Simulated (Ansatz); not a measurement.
Computed against measured: atomisation enthalpy at 298 K

8 molecules holding an element past argon; the atomisation enthalpy at 298 K in kJ/mol, computed less measured. Shapes, held fixed at every level: PBE0-D4/def2-TZVP. Flexible molecules stand in one conformer, not always the lowest. Thermal terms are harmonic and unscaled (PBE0-D4/def2-TZVP); the spin-orbit lowering of the free atoms is taken from their spectra. Programs: Ansatz 0.2.0. Measured values: Active Thermochemical Tables, CRC Handbook of Chemistry and Physics, NIST-JANAF tables.

Levels: A = r2SCAN-D4/def2-TZVPP; B = CCSD(T)/def2-SVP; C = CCSD(T)/def2-TZVPP; D = CCSD/def2-TZVPP.

| molecule | from tabulated heats | A | B | C | D |
| --- | --- | --- | --- | --- | --- |
| BBrF2 (SMILES FB(F)Br) | 1661 | +23 | -73 | -45 | -79 |
| InBr3 (indium tribromide) | 861 | -16 | -107 | -62 | -89 |
| CBrClF2 (SMILES FC(F)(Cl)Br) | 1551 | +24 | -132 | -70 | -125 |
| CHBrClF (bromochlorofluoromethane) | 1479 | +16 | -126 | -58 | -101 |
| C2H3Br (vinyl bromide) | 2126 | +7 | -110 | -57 | -97 |
| C2H3BrO (acetyl bromide) | 2639 | +25 | -140 | -80 | -140 |
| C2H3IO (acetyl iodide) | 2570 | +21 | -144 | -81 | -143 |
| C3H5Br (SMILES C=CCBr) | 3307 | +9 | -155 | -84 | -137 |

Problem. Sum up the errors.

Solution. 
| level | kind | mean error | mean absolute error | worst case |
| --- | --- | --- | --- | --- |
| r2SCAN-D4/def2-TZVPP | meta-GGA | +13.6 | 17.6 | C2H3BrO |
| CCSD(T)/def2-SVP | coupled cluster or CI | -123.4 | 123.4 | C3H5Br |
| CCSD(T)/def2-TZVPP | coupled cluster or CI | -67.1 | 67.1 | C3H5Br |
| CCSD/def2-TZVPP | coupled cluster or CI | -113.9 | 113.9 | C2H3IO |

On this set r2SCAN-D4/def2-TZVPP has the smallest mean absolute error and CCSD(T)/def2-SVP the largest. r2SCAN-D4/def2-TZVPP is too high in 7 of 8; CCSD(T)/def2-SVP is too low in 8 of 8; CCSD(T)/def2-TZVPP is too low in 8 of 8; CCSD/def2-TZVPP is too low in 8 of 8. The heats of InBr3, C2H3BrO, C2H3IO, C3H5Br come from older tables and can be uncertain by 10 kJ/mol or more. The molecules' own spin-orbit binding is left out, so errors for heavy halides read too negative. The tabulated value of BBrF2 is in doubt (older tables, estimates, or at odds with other calculations) and kept here. Over the 7 molecules whose values aren't doubted the mean absolute errors are A 16.9; B 130.6; C 70.3; D 118.9. The largest two are near a tie. Correlated wave functions converge slowly with the basis. CCSD also lacks the triples, which bind further. For atoms past krypton def2 sets carry core potentials with scalar relativity. Relativity is left out for Br. Outer-core shells of Br, I, In are correlated in most correlated rows, in sets that cover them unevenly. The set is small.

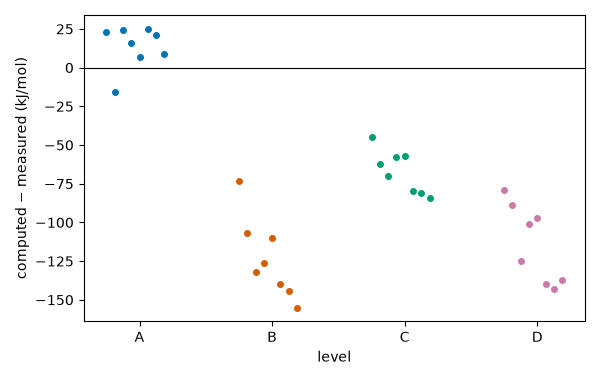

Errors of each level, one point a molecule.
